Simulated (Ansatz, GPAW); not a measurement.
# Na/Pt(110): simulated STM images, part 3 of 3

Aim: Tersoff-Hamann images of Na/Pt(110) at several biases.

GPAW 26.7.0 and Ansatz 0.2.0; Ansatz plane waves; slab in vacuum with a dipole correction, relaxation (the session's first sound run).

So far, lower work function (eV): step 2 (relaxing the atoms, PBE) 5.28; step 3 (the slab's potential, PBE, GPAW) 5.26.

### 4. A second plane-wave code

A second program with its own datasets checks the number independently.

This step: Ansatz plane waves; slab in vacuum with a dipole correction (Ansatz 0.2.0).

File input.yaml:

```yaml
crystal:
  lattice:
    - [3.92, 0.0, 0.0]
    - [0.0, 2.7718585823, 0.0]
    - [0.0, 0.0, 22.0364347578]
  atoms:
    - { symbol: Pt, position: [0.0, 0.0, 0.3176557405] }
    - { symbol: Pt, position: [0.5, 0.5, 0.3805483683] }
    - { symbol: Pt, position: [0.0, 0.0, 0.4434409962] }
    - { symbol: Pt, position: [0.5, 0.5, 0.5135030314] }
    - { symbol: Pt, position: [0.0, 0.0, 0.5703968353] }
    - { symbol: Na, position: [0.5, 0.0, 0.6597525076] }
kpoints:
  mp_grid: { grid: [8, 11, 1] }
hamiltonian:
  xc: pbe
scf:
  occupations: { method: fermi_dirac, width: 0.1 }
efield:
  axis: 3
  dipole_correction: true
  ramp_width: 0.05
output:
  forces: true
  band_densities: [{ e_range: [-1.0, 0] }, { e_range: [0, 1.0] }]
  write_potential: true
  write_density: true
  volumetric_format: npy
```

Run with:

```
ansatz run input.yaml --threads 4 --pin off --max-ram 8192MiB --backend cpu --events-out ev --progress --plain --runs-dir out
```

Numbers of over 12 decimals in the logs are rounded to 6 here.

Output:

```text
[...]
Crystal: 6 atoms, lattice volume = 239.441 Å³
Basis set: ecut = 420 eV, 4673 PW (Γ), exchange–correlation on 54×40×300 points (8 copies of the dense FFT grid, shifted against one another)
Bands: 60, of which v1, the nominal top of the filled ones, is band 50 counted from 1 (49 counted from 0)
Symmetry: 4 space group operations
[...]
k-points: 30 of 88
[...]
SCF iter   1: F=—  HF=-64099.942740 eV  |F-HF|=—  |Δ(HF+E_count)|=         —  Δρ=7.10e-3  dr2=9.89e-1  ethr=1.77e-3  p=0.169 e·Å  D=1.28e-1 V/Å  ΔV_dip=-2.82 eV  dr2_dipole=1.05e-2  V_vac-E_F(+/−)=2.27/5.09 eV  ⟨swp⟩=7.4  Hψ=7144  notcnv=0  defer=14
[...]
SCF iter  10: F=-64099.913228 eV  HF=-64099.913228 eV  |F-HF|=8.16e-9  |Δ(HF+E_count)|=   2.70e-9  Δρ=1.62e-6  dr2=1.29e-8  ethr=1.01e-10  p=0.171 e·Å  D=1.29e-1 V/Å  ΔV_dip=-2.84 eV  dr2_dipole=4.26e-10  V_vac-E_F(+/−)=2.44/5.28 eV  ⟨swp⟩=10.5  Hψ=12591  notcnv=0
[...]
SCF 1 converged in 10 iterations: F = -64099.913228 eV  dr2 = 1.29e-8
[...]
NSCF: frozen V_eff on 3 k-points
efield: sawtooth ramp at fractional position 0.9637 (kept from the solve that this one continues, or follows in the run), width 0.0500; the density the first Hamiltonian is built on has a dipole p = 0.171 e·Å; the dipole correction subtracts the counter field D = 1.29e-1 V/Å, which shifts the + side's vacuum level by -2.84 eV against the − side's; the planar-averaged density in the ramp window peaks in size at 1.3e-5 e/Å³
[...]
SCF converged after 10 iterations
Free energy (F): -64099.913228 eV
[...]
Internal energy: -64099.630322 eV  (E = F + TS)
E sigma→0 (E₀):  -64099.771775 eV
Entropy (-TS):   -0.282906 eV (-47.151 meV/atom)
Fermi energy:    5.384702 eV
Dipole field:    D = 0.129038 V/Å  (p = 0.170747 e·Å, saw-weighted, corrected)
Work function:   Φ+ = 2.4381 eV   Φ− = 5.2819 eV
[...]
Vacuum region:   at the solve's end the planar-averaged density reaches 1.31e-5 e/Å³ inside the ramp window [0.9183, 0.0591] (bound 1e-5 e/Å³)
[...]
--- Forces (eV/Å), atoms counted from 1 ---
  atom   1  Pt     0.00000000     0.00000000     0.34674833
  atom   2  Pt     0.00000000     0.00000000    -0.71956293
  atom   3  Pt     0.00000000     0.00000000     0.37182993
  atom   4  Pt     0.00000000     0.00000000     0.00032748
  atom   5  Pt     0.00000000     0.00000000     0.00390567
  atom   6  Na     0.00000000     0.00000000    -0.00328547
  max |Σ_I F_I| component: 3.70e-5 eV/Å
--- Band table (eV; the first three rows and the last of 30) ---
  k-point 0: bands = [... 46 lower, 4.5463, 4.6940, 4.8783, 5.2545, 5.3879, 5.5279, 5.8206, 6.8057, ... 6 higher]
  k-point 1: bands = [... 46 lower, 4.5268, 4.6307, 4.7059, 5.1227, 5.4038, 5.6474, 5.6502, 6.9764, ... 6 higher]
  k-point 2: bands = [... 46 lower, 4.4348, 4.5021, 4.6455, 5.0730, 5.2551, 5.8255, 5.9788, 7.4619, ... 6 higher]
  k-point 29: bands = [... 46 lower, 5.3586, 5.4160, 5.5421, 6.3860, 6.7300, 8.7324, 9.5006, 9.9625, ... 6 higher]
--- Band densities, each state counted as filled ---
  window                                       electrons  max residual (eV)  cut levels
  e_range: [-1, 0]                              9.409091             5.6e-9           0
  e_range: [0, 1]                               4.022727             4.8e-5           0
```

Wall time 11 s (4 threads of Intel Xeon Platinum 8488C (Sapphire Rapids), shared host); peak memory 0.8 GiB.

The column dr2 measures how far the density is from self-consistency, as an energy; F and HF (Harris–Foulkes) agree once it is small.

This step gave:

```yaml
upper_work_function: 2.438 eV
lower_work_function: 5.282 eV
dipole_along_the_normal: 0.1707 e·Å
vacuum_level_above: 7.823 eV
vacuum_level_below: 10.67 eV
corrugation_e_range_minus_1_0_3p5: 0.05234 Å
decay_e_range_minus_1_0: 0.8346 Å⁻¹
apparent_barrier_e_range_minus_1_0: 2.654 eV, hbar² kappa² / 2m (holds the in-plane momentum too)
corrugation_e_range_0_1_3p5: 0.09029 Å
decay_e_range_0_1: 0.6640 Å⁻¹
apparent_barrier_e_range_0_1: 1.680 eV, hbar² kappa² / 2m (holds the in-plane momentum too)
```

The electrostatic potential energy of an electron (with the applied field's), less the Fermi level, planar mean oscillates, so the rows of the table below give means over windows of 1.47 Å about each position, cut where the curve ends. Its maxima inside the range that stand out by 2 % of the span (Å: eV): 0.6: 5.28, 7.6: -9.58, 9.1: -10.1, 10.6: -6.95, 12.0: -12.6, 13.7: 0.601. Its minima: 7.1: -13.3, 8.4: -14.1, 9.7: -13.9, 11.3: -14.3, 12.5: -14.0, 14.5: -6.74.

The electrostatic potential energy of an electron (with the applied field's), less the Fermi level, planar mean by z; means over each step:

| z (Å) | electrostatic potential energy of an electron (with the applied field's), less the Fermi level, planar mean (eV) |
| --- | --- |
| 0.73 | 5.20 |
| 2.21 | 5.28 |
| 3.68 | 5.27 |
| 5.15 | 4.80 |
| 6.62 | -6.92 |
| 8.09 | -11.9 |
| 9.55 | -11.8 |
| 11.03 | -11.1 |
| 12.50 | -11.7 |
| 13.97 | -2.58 |
| 15.44 | -0.782 |
| 16.91 | 2.12 |
| 18.38 | 2.41 |
| 19.85 | 2.44 |
| 21.32 | 2.86 |

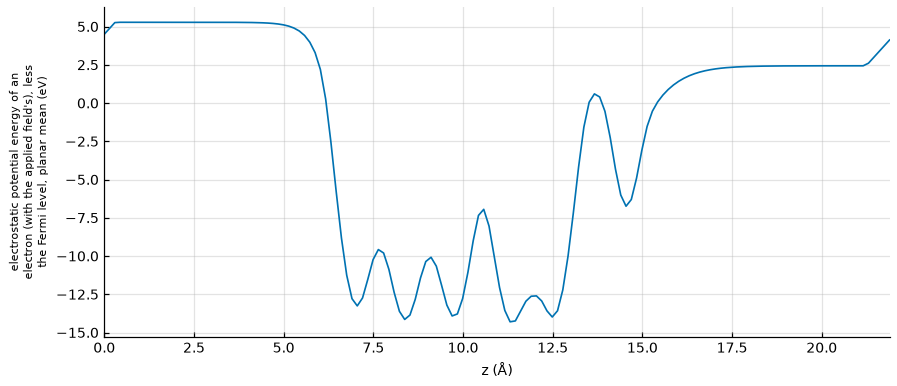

Electrostatic potential energy of an electron (with the applied field's), less the Fermi level, planar mean, plotted against z.

The valence density, planar mean oscillates, so the rows of the table below give means over windows of 2 Å about each position, cut where the curve ends. Its maxima inside the range that stand out by 2 % of the span (Å: e/Å³): 7.1: 1.47, 8.4: 1.53, 9.7: 1.50, 11.3: 1.53, 12.5: 1.50, 14.5: 1.07. Its minima: 7.6: 0.852, 9.1: 0.835, 10.6: 0.636, 11.9: 1.05, 13.8: 0.143.

The valence density, planar mean by z; means over each step:

| z (Å) | valence density, planar mean (e/Å³) |
| --- | --- |
| 2 | 5.7e-6 |
| 4 | 0.00131 |
| 6 | 0.419 |
| 8 | 1.20 |
| 10 | 1.06 |
| 12 | 1.31 |
| 14 | 0.530 |
| 16 | 0.0330 |
| 18 | 9.5e-4 |
| 20 | 3.4e-5 |

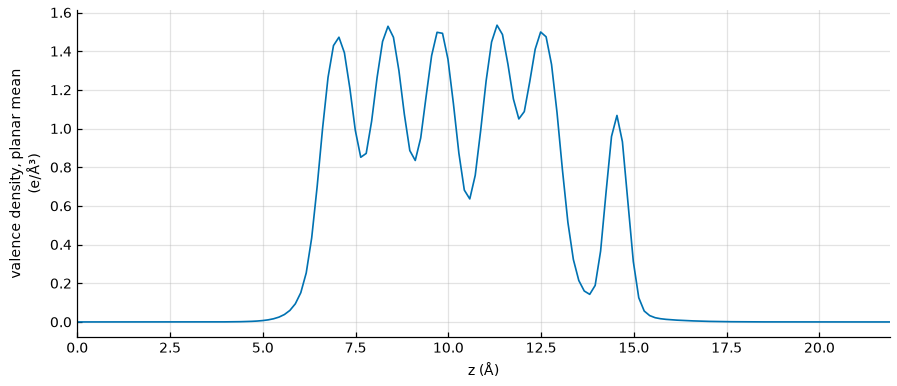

Valence density, planar mean against z.

E_range_-1_0. The planar mean of the window's density by height over the top atom:

| height over the top atom (Å) | planar mean of the window's density (e/Å³) |
| --- | --- |
| 1.50 | 0.00569 |
| 1.70 | 0.00475 |
| 1.90 | 0.00385 |
| 2.10 | 0.00305 |
| 2.30 | 0.00237 |
| 2.50 | 0.00180 |
| 2.70 | 0.00135 |
| 2.90 | 0.00100 |
| 3.10 | 7.4e-4 |
| 3.30 | 5.4e-4 |
| 3.50 | 3.9e-4 |
| 3.70 | 2.8e-4 |
| 3.90 | 2.0e-4 |
| 4.10 | 1.4e-4 |
| 4.30 | 1.0e-4 |
| 4.50 | 7.3e-5 |
| 4.70 | 5.2e-5 |
| 4.90 | 3.6e-5 |
| 5.10 | 2.6e-5 |
| 5.30 | 1.8e-5 |
| 5.50 | 1.2e-5 |
| 5.70 | 8.7e-6 |
| 5.90 | 6.0e-6 |
| 6.10 | 4.1e-6 |

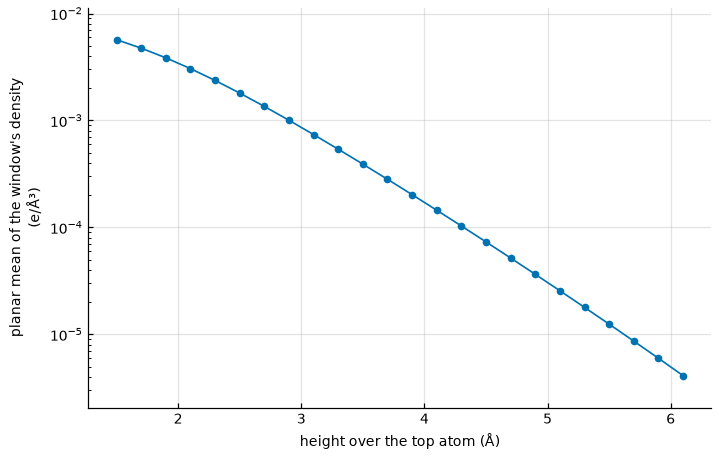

Planar mean of the window's density against height over the top atom.

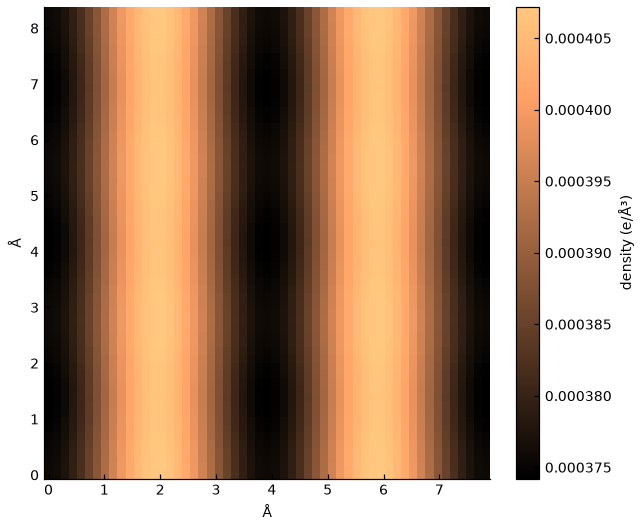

Density over a1 and a2. Constant height 3.5 Å over the top atom, window e_range_-1_0. The cell is repeated, with its origin at the lower left corner.

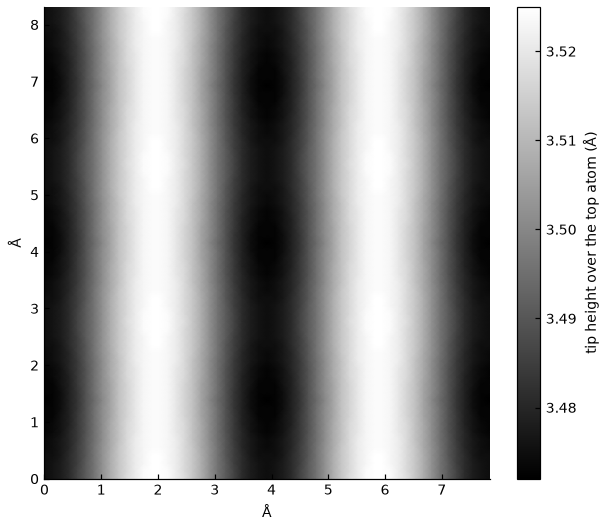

Tip height over the top atom over a1 and a2. Constant current at the density 3.909e-04 e/Å^3, window e_range_-1_0. The cell is repeated, with its origin at the lower left corner.

E_range_0_1. Planar mean of the window's density against height over the top atom:

| height over the top atom (Å) | planar mean of the window's density (e/Å³) |
| --- | --- |
| 1.50 | 0.0154 |
| 1.70 | 0.0142 |
| 1.90 | 0.0128 |
| 2.10 | 0.0111 |
| 2.30 | 0.00937 |
| 2.50 | 0.00775 |
| 2.70 | 0.00630 |
| 2.90 | 0.00505 |
| 3.10 | 0.00401 |
| 3.30 | 0.00315 |
| 3.50 | 0.00246 |
| 3.70 | 0.00190 |
| 3.90 | 0.00146 |
| 4.10 | 0.00112 |
| 4.30 | 8.5e-4 |
| 4.50 | 6.5e-4 |
| 4.70 | 4.9e-4 |
| 4.90 | 3.7e-4 |
| 5.10 | 2.7e-4 |
| 5.30 | 2.0e-4 |
| 5.50 | 1.5e-4 |
| 5.70 | 1.1e-4 |
| 5.90 | 7.9e-5 |
| 6.10 | 5.7e-5 |

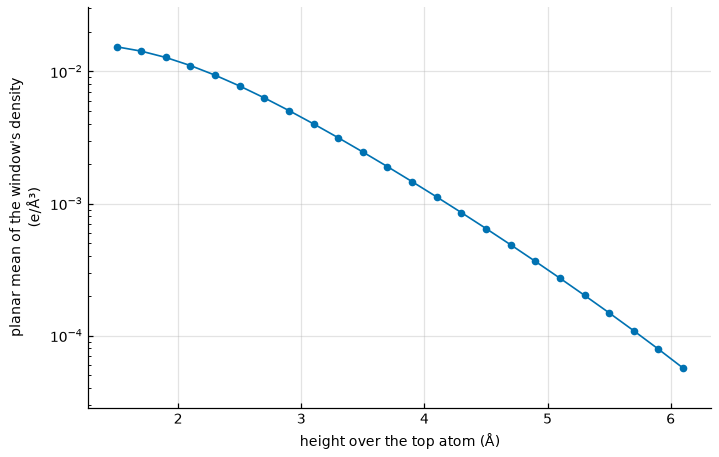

Planar mean of the window's density against height over the top atom.

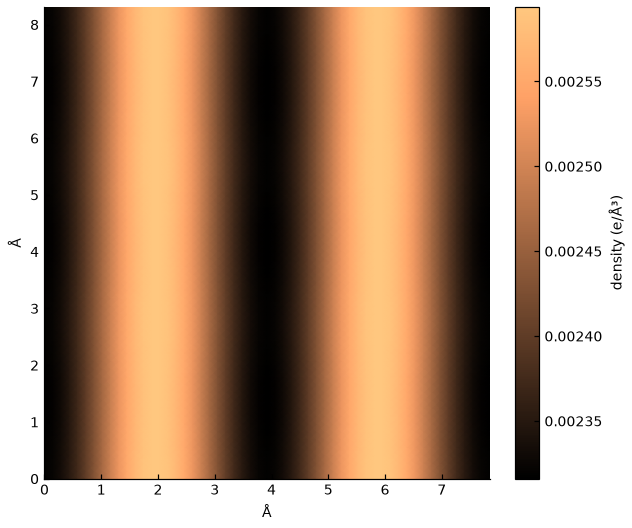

Density over a1 and a2. Constant height 3.5 Å over the top atom, window e_range_0_1. The cell is repeated, with its origin at the lower left corner.

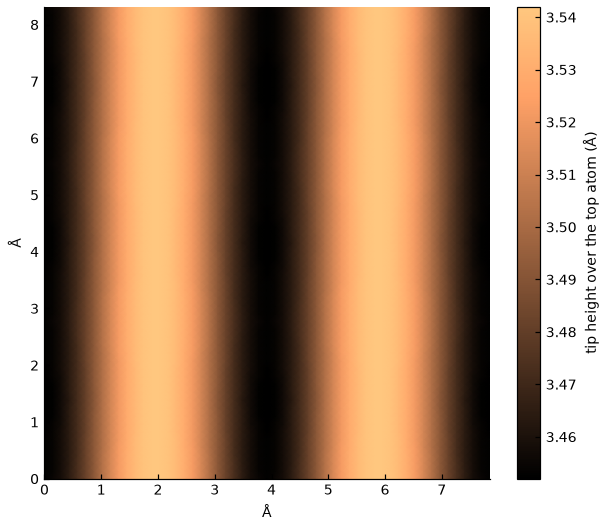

Tip height over the top atom over a1 and a2. Constant current at the density 2.455e-03 e/Å^3, window e_range_0_1. The cell is repeated, with its origin at the lower left corner.

Force by atom:

| atom | x (eV/Å) | y (eV/Å) | z (eV/Å) | size |
| --- | --- | --- | --- | --- |
| Pt1 | 0.000 | 0.000 | 0.347 | 0.347 |
| Pt2 | 0.000 | 0.000 | -0.720 | 0.720 |
| Pt3 | 0.000 | 0.000 | 0.372 | 0.372 |
| Pt4 | 0.000 | 0.000 | 0.000 | 0.000 |
| Pt5 | 0.000 | 0.000 | 0.004 | 0.004 |
| Na6 | 0.000 | 0.000 | -0.003 | 0.003 |

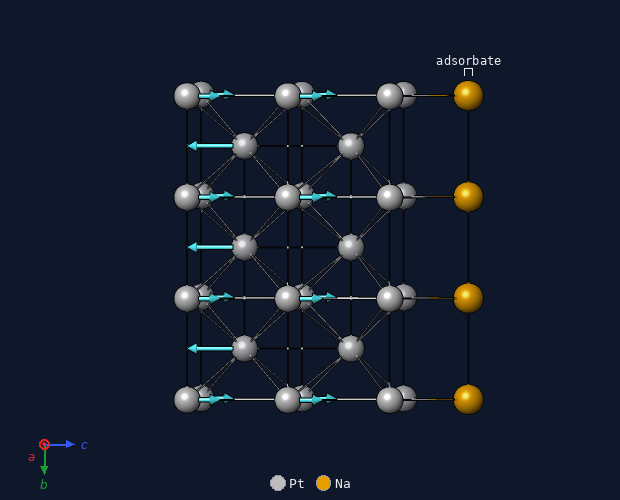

Force as arrows, the longest 0.720 eV/Å. 1×3×1 cells are drawn. Some periodic images of atoms are drawn too.

The upper face's work function is 2.438 eV, against 2.443 eV in the first plane-wave PBE run at this geometry.

### 5. Side by side

Results and costs are gathered.

This step: comparison of work functions, dipole and cost (GPAW 26.7.0).

Ladder, by row:

| step | code | work function, upper (eV) | work function, lower (eV) | dipole (e Å) | wall time (s) | peak memory (GiB) | threads |
| --- | --- | --- | --- | --- | --- | --- | --- |
| pw | GPAW | 2.443 | 5.259 | 0.1687 | 323.6 | 0.63 | 1 |
| ansatz | Ansatz | 2.438 | 5.282 | 0.1707 | 10.83 | 0.802 | 4 |

### 6. Summary of results

```json
{
 "work function, upper and lower face": "2.443 and 5.259 eV",
 "dipole along the normal": "0.169 e Å",
 "corrugation at -1 V": "0.0589 Å",
 "corrugation at 1 V": "0.0913 Å"
}
```

**Reading.** The corrugation at constant current is largest at 1 V, where the tip height varies by 0.091 Å over the cell. Negative sample bias images filled states, positive bias empty ones. The two faces differ by 2.8 eV, the step that the slab's dipole makes (e p/(ε0 A) gives 2.8 eV), so the dipole layer is needed. The two plane-wave codes differ by 0.0047 eV on the upper face. The images are of Tersoff-Hamann type: an s-wave tip, no tip-sample forces, heights closer than in a microscope. Ansatz gives corrugations of 0.052 Å at -1 V (GPAW 0.059) and 0.090 Å at 1 V (GPAW 0.091). GPAW's time includes a further run over the whole zone for the images, so the two times are not like for like. The cell of 10.9 Å² holds one Na, started on one chosen site; other sites and coverages weren't tried. The in-plane lattice was kept as typed, which isn't the functional's own and leaves some strain; spin-orbit coupling and temperature are left out.

[Logs are printed without paths, hosts, clocks, repeated set-up lines and the standing remarks that a program may print on its own settings, such as how far it seeks lower states.]

[Hosts, paths, dates, database ids (printed as entryN), source tags and the programs' standing remarks are cut or masked in the printed files.]
